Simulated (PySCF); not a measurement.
# Solver options tried on AlCl

The same problem is solved with other solver options, one edit a run.

Method: each script names its method and basis; program: PySCF 2.14.0.

3 further runs of the same task are left out: 3 that didn't finish.

### 1 Starting geometry

AlCl: 2 atoms, charge 0, spin multiplicity 1.

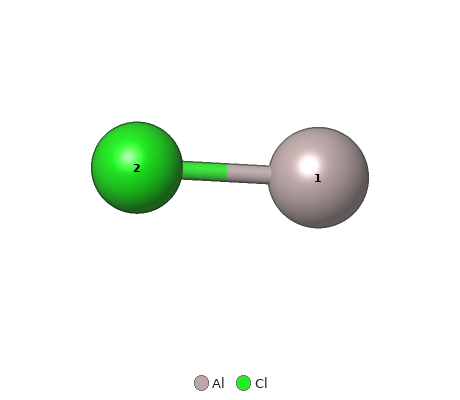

As it starts; aluminium light grey, chlorine green; atoms are numbered from 1 in the order of the file.

### 2 Base script

The input, input.py:

```python
from pyscf import gto, dft

mol = gto.M(
    atom='Al 0 0 0; Cl 0 0 1.949',
    basis='lanl2dz',
    ecp={'Al': 'lanl2dz', 'Cl': 'lanl2dz'},
    charge=0,
    spin=0,
    symmetry=True,
    verbose=4,
)
mf = dft.RKS(mol, xc='camb3lyp')
mf.kernel()
mf.mulliken_pop()
mf.dip_moment()
print('orbital energies (hartree):', mf.mo_energy[..., max(0, mol.nelec[1]-3):mol.nelec[0]+3].round(4))
```

Launch:

```
$ python input.py
```

Its log is not repeated here.

Base result: E(SCF) = -16.928555 Eh, 8 cycles, μ = 1.28 D.

The bond length is a typed value, not an optimised one.

### 3 Second-order solver on

Variant 1 changes second-order solver: off → on.

The input, input.py:

```python
from pyscf import gto, dft

mol = gto.M(
    atom='Al 0 0 0; Cl 0 0 1.949',
    basis='lanl2dz',
    ecp={'Al': 'lanl2dz', 'Cl': 'lanl2dz'},
    charge=0,
    spin=0,
    symmetry=True,
    verbose=4,
)
mf = dft.RKS(mol, xc='camb3lyp')
mf = mf.newton()
mf.kernel()
mf.mulliken_pop()
mf.dip_moment()
print('orbital energies (hartree):', mf.mo_energy[..., max(0, mol.nelec[1]-3):mol.nelec[0]+3].round(4))
```

Launch:

```
$ python input.py
```

### 4 Level shift 0.5 hartree

Variant 2 changes level shift: none → 0.5 hartree.

Changes to input.py since step 2:

```diff
@@ -12,2 +12,3 @@
 mf = dft.RKS(mol, xc='camb3lyp')
+mf.level_shift = 0.5
 mf.kernel()
```

### 5 Point-group symmetry off

Variant 3 changes point-group symmetry: on → off.

Changes to input.py since step 2:

```diff
@@ -8,3 +8,2 @@
     spin=0,
-    symmetry=True,
     verbose=4,
```

Q: Predict the outcome of this session. Wanted: for each run, E(SCF); from base; gap; SCF dipole.

**Answer**, as computed:

```tsv
run	E(SCF) (hartree)	from base (eV)	cycles	gap (eV)	SCF dipole (D)
base	-16.928555	0	8	7.43	1.28
second-order solver on	-16.928555	0.0000	4 macro	7.43	1.28
level shift 0.5 hartree	-16.928555	0.0000	16	7.43	1.28
point-group symmetry off	-16.928555	0.0000	8	7.43	1.28
```

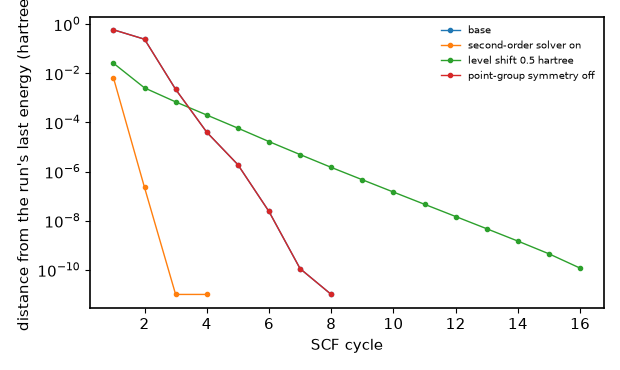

How each run approaches its own final energy.

**Reading.** The SCF energy stays the same, to the digits that matter, with second-order solver on or level shift 0.5 hartree or point-group symmetry off. The base needs 8 cycles and the run with level shift 0.5 hartree needs 16.
